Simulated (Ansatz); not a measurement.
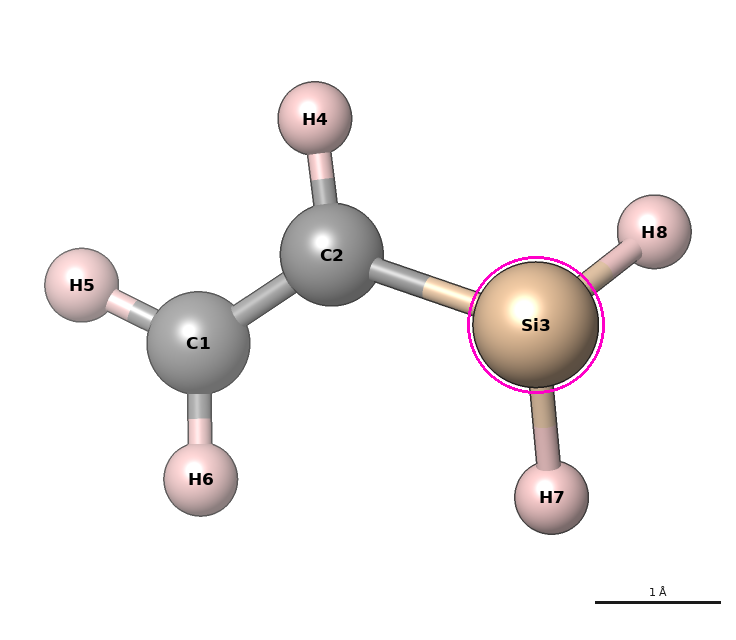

Orthographic view. Depth is shown by fading: the farther an atom, the more it takes the colour of the background. The species has charge −1 and is a spin singlet. The computed structure is the end point of a PBE0-D4/def2-TZVPD optimisation. No frequency run is at hand to confirm it as a minimum.

Name the neighbours of the circled atom.

The circled atom is Si3; it is bonded to C2, H7, H8.

Which two atoms are farthest apart in space?

H5 and H8, 4.64 Å.

What is the shortest path along bonds from the circled atom to H5?

Si3–C2–C1–H5, 3 bonds; through space the two are 3.95 Å apart.

Which atom is nearest the viewer?

Si3, 0.9 Å in front of the mean position.
